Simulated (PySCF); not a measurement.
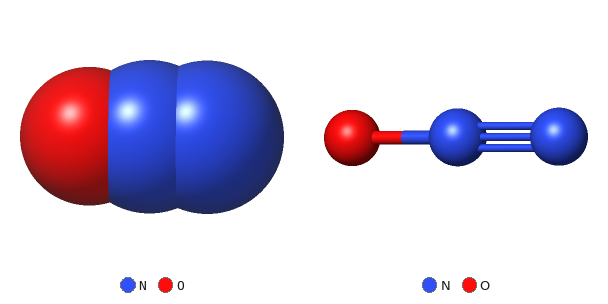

Both panels show the same species.

The geometry was computed by an optimisation with PBE0-D3(BJ)/def2-SVP. No frequency run is at hand to confirm it as a minimum.

**Give the formula.**

N2O, 3 atoms: 2 nitrogen and 1 oxygen.

**What is its SMILES?**

N#[N+][O-]

**Give the symmetry (Schoenflies symbol).**

C∞v.

**How many bonds of each kind are drawn?**

1 N–N, 1 N–O.

The parts below concern this one geometry. Atoms keep their numbers from picture to picture.

## Shape

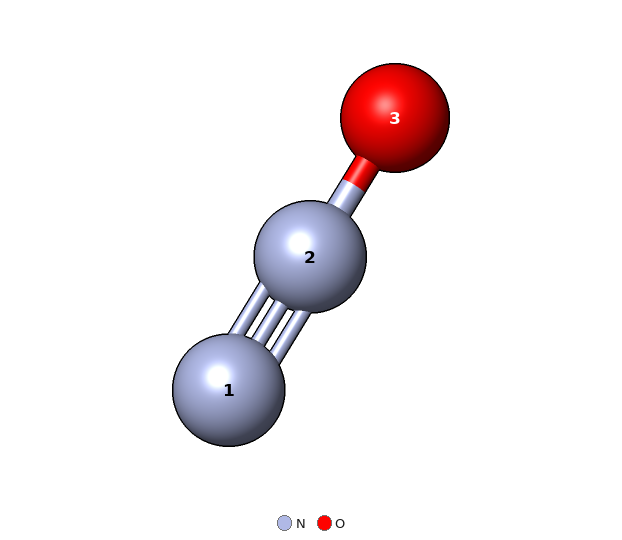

Atoms carry their numbers in the input. No frequency run is at hand to confirm it as a minimum.

Estimate the angles N1–N2–O3.

```csv
angle,degrees
N1–N2–O3,180.0
```

## Electronic properties

No frequency run is at hand to confirm it as a minimum. Method: CAM-B3LYP/def2-SVPD, gas phase (PySCF 2.14.0). Excitations: vertical, linear response.

What does the calculation give?

- dipole moment: 0.15 D
- HOMO energy (Kohn–Sham orbital): −11.32 eV
- LUMO energy (Kohn–Sham orbital): 0.74 eV
- HOMO–LUMO gap: 12.07 eV
- mean static polarisability: 18.6 bohr³
- lowest vertical singlet excitation: 6.59 eV
- its oscillator strength: 0.000
- brightest of the 10 lowest singlets: 10.46 eV
- its oscillator strength: 0.57

## Spin–spin coupling

No frequency run is at hand to confirm it as a minimum. Level of theory: B3LYP/pcJ-1 indirect spin-spin coupling, non-relativistic, gas phase (PySCF 2.14.0). Isotopes: 15N, 17O.

Give the spin–spin coupling constants of these pairs, with the number of bonds between them: N1/N2, N2/O3, N1/O3.

```tsv
pair	bonds apart	J (Hz)
N1, N2	1	−6.0
N2, O3	1	−52.5
N1, O3	2	5.5
```

## Quadrupole coupling

No frequency run is at hand to confirm it as a minimum. Electric field gradients from the ground-state density, B3LYP/pcJ-1 (PySCF 2.14.0), non-relativistic apart from any core potentials.

Give the largest field-gradient component, the quadrupole coupling constant and the asymmetry for 14N at N1 (Q = 20.44 mb), 17O at O3 (Q = −25.6 mb).

```tsv
atom	V_zz (a.u.)	e²qQ/h (MHz)	η
N1	−0.152	−0.729	0.00
O3	2.118	−12.74	0.00
```
